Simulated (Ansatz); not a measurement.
BrH6NSi2 (SMILES [SiH3]N[SiH2]Br)

```xyz
10

Br    3.5203    2.4538   -0.3827
N     0.2547    1.9494   -0.7517
Si   -0.5964    1.4866    0.7060
Si    1.7829    1.3769   -1.3059
H    -0.4619    2.4957    1.8012
H    -2.0521    1.3156    0.4161
H    -0.0056    0.1925    1.1530
H    -0.0837    2.7908   -1.2137
H     1.9258   -0.0518   -0.9251
H     1.8945    1.5989   -2.7720
```

Geometry: PBE0-D3(BJ)/def2-SVP.

Level of theory: isolated molecule in a Gaussian basis; Kohn-Sham density functional theory, functional PBE0 (Ansatz 0.2.0).

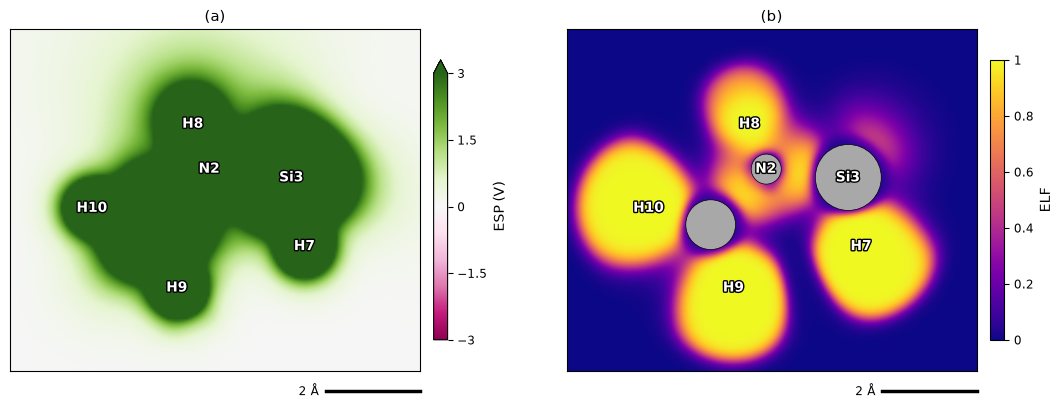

Figure 1. (a) molecular electrostatic potential; (b) electron localisation function on the plane of atoms N2, Si3 and H7. Grey discs cover the atomic cores in the ELF map.

**Read the bonding off the picture.**

Atoms in the plane: N, Si and H.
Si–N (1.75 Å): the ELF peaks at about 0.90 between the atoms (a shared but strongly polarised pair).
N–H (1.02 Å): the ELF climbs to about 1 towards the hydrogen, as it does in any bond to H; a covalent bond by its length.
Si–H (1.49 Å): the ELF climbs to about 1 towards the hydrogen.
The potential has no marked negative region in this plane.

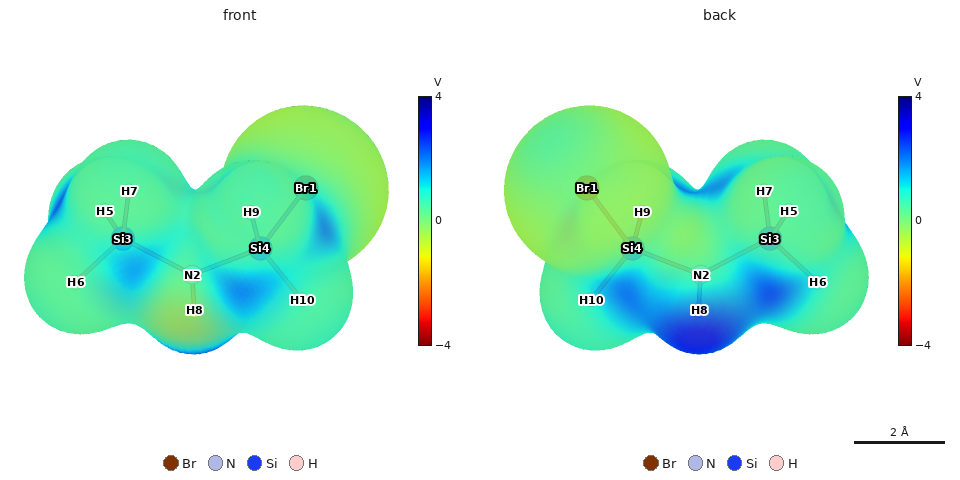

Figure 2. The electrostatic potential painted on the density surface at 0.004 e/bohr³, seen from the front and from behind; red is negative and blue positive.

**Which sites attract a positive test charge, and which a negative one?**

A positive charge is drawn to the negative regions and a negative charge to the positive ones. The most negative region (about −0.4 V, or −9 kcal/mol for a unit charge) lies over Br1 and N2, the most positive (about +3.0 V, or +69 kcal/mol for a unit charge) over H8. Br1 shows a σ-hole: about +0.5 V, or +12 kcal/mol for a unit charge at the tip opposite its bond, against about −0.4 V, or −9 kcal/mol for a unit charge on its flanks.

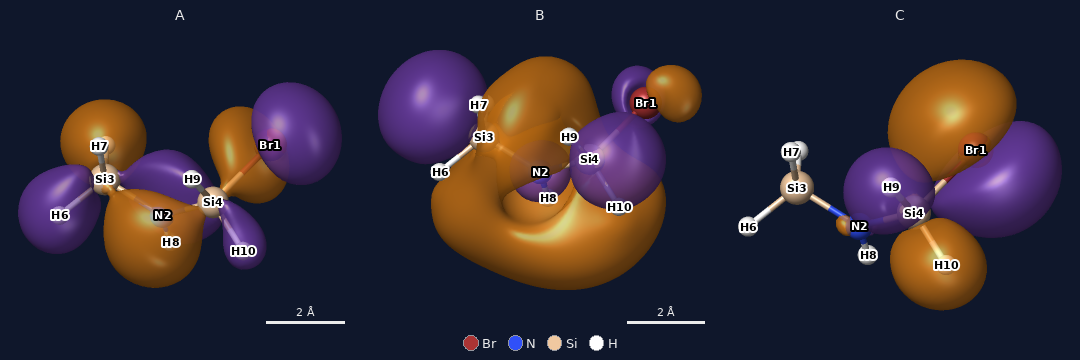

Figure 3. Three frontier orbitals at ±0.05 Å⁻³ᐟ² (orange and purple are the two phases), in no order.

**Order the three orbitals by energy and name them.**

C is the HOMO−1 (−8.28 eV). It lies mainly on Br1 (about 80 %) and Si4 (about 10 %); largely a lone pair of Br1. A is the HOMO (−7.93 eV). By Hirshfeld shares it lies mainly on N2 (about 45 %), Br1 (about 20 %), Si3 (about 10 %) and H5 (about 5 %). B is the LUMO (−0.41 eV). By Hirshfeld shares it lies mainly on Si3 (about 30 %), Si4 (about 20 %), H8 (about 15 %), N2 (about 10 %) and Br1 (about 5 %).

**What is the HOMO–LUMO gap?**

7.52 eV between the orbital energies.
